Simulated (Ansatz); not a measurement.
Cost and result by functional for the adsorption energy of F on the 1x1 (100) surface of monoclinic HfO2 (cut with top plane 2 O), one in a 1x1 cell, started at the site 'bridge O-O (span 5.3 Å)', in Ansatz (plane waves, PAW). Single points on the PBE structure, on one kind of machine; costs are rough ratios of the slab run's core time (references not counted) to the cheapest single point. r2SCAN's cost holds its higher cutoff (500 against 420 eV). Differences are taken against r2SCAN for comparison alone: no measured value is at hand, so the table doesn't rank accuracy. The points keep PBE's geometry, so the relaxation of a polaron and the settling of charge on one site are left out.

Host crystal: monoclinic HfO2, with a band gap (PBE, scalar-relativistic without spin-orbit coupling).

Slab: 25 atoms, 9.3 Å thick at the start under the adsorbate (thin: gaps and levels are the slab's own); k 4x4x1, smearing 0.01 eV, dipole-corrected; 12 atoms held, the rest relaxed; no symmetry held; spin-polarised, ending with about 1.0 μB a cell, a value that depends on the mesh; orders that need a larger cell were not tried, no spin-orbit, no U, no dispersion correction. The slab shows no gap over 0.04 eV on its mesh. At the end it is bonded to Hf. In PBE it is, or lies within 0.03 eV of, the lowest of the starts that converged. These notes are the PBE run's. r2SCAN: The program's check for a lower electronic state was not made. Adsorption energies are against ½ F2(g). A negative adsorption energy means that the adsorbate is more stable on the surface than in its reference.

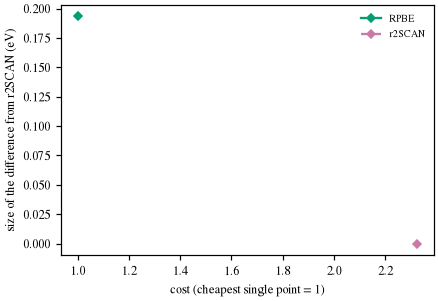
Fig. 1. Difference from r2SCAN against cost

```csv
functional,relative cost,adsorption energy (eV),less r2SCAN (eV)
RPBE,1,-1.75,0.19
r2SCAN,2,-1.94,0.00
PBE (the relaxed run's value),–,-1.81,0.13
```

The values span 0.19 eV, while the single points' costs differ by a factor of roughly 2. Differences are of unrounded values.

Ansatz is a program for electronic structure.
